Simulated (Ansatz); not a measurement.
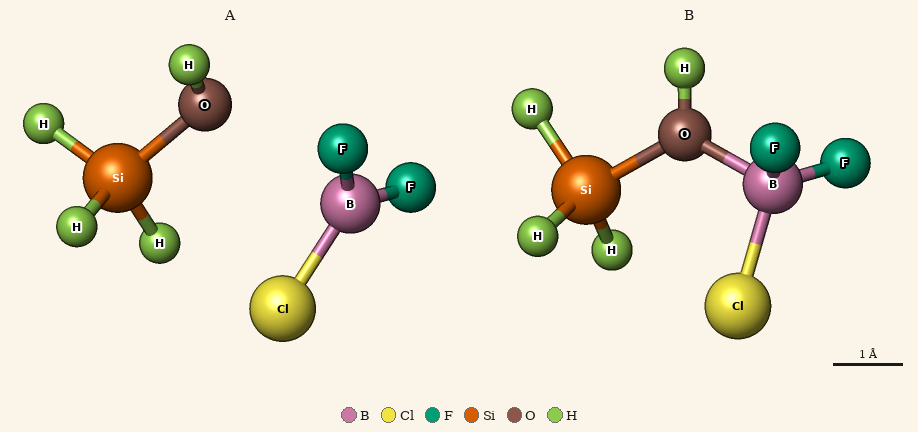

Two geometries of BSiH4OClF2, drawn at one scale. One is the start of a relaxation, the other its converged end. The picture is a ball-and-stick view, seen at a tilt.

Theory: Ansatz, RKS PBE0-D4/def2-SVP. Set-up: no spin polarisation; force threshold 0.03 eV/Å; at most 50 steps.

> Which of the two is the end point?

Structure B is the relaxed one. The run prepares an end point of a later path (reaction) calculation, from a guessed geometry. An H atom moves most after the best rigid fit: 0.66 Å. By element the largest moves are H 0.66 Å, B 0.63 Å, O 0.58 Å, F 0.50 Å, Si 0.26 Å, Cl 0.20 Å. Among the contacts that change: B–O 2.789 → 1.629 Å, B–Si 3.766 → 3.009 Å, Cl–Si 3.434 → 3.038 Å, B–F 1.304 → 1.347 Å. New bonds form, among them: B–O (2.79 → 1.63 Å). Among the angles between lasting bonds that change: O–Si–H 109.4° → 100.1°, F–B–F 120.9° → 115.2°, Cl–B–F 119.6° → 114.2°. Groups turn about O–Si by about 60°. The energy falls by 46.3 kJ/mol in 21 accepted moves (25 points after the start). The largest force component goes from 0.99 to 0.012 eV/Å. The line search rejected the trial steps at points 1, 15, 17, 20 of the run. The forces were under the threshold at step 14, but the run went on from there. The run took 66 s on 2 threads of Intel(R) Xeon(R) Platinum 8488C (Sapphire Rapids), on a shared host, peak memory 0.28 GiB.

Limits of the set-up: the start holds two separate molecules, 2.8 Å apart at their closest, whose relative position is a soft coordinate.
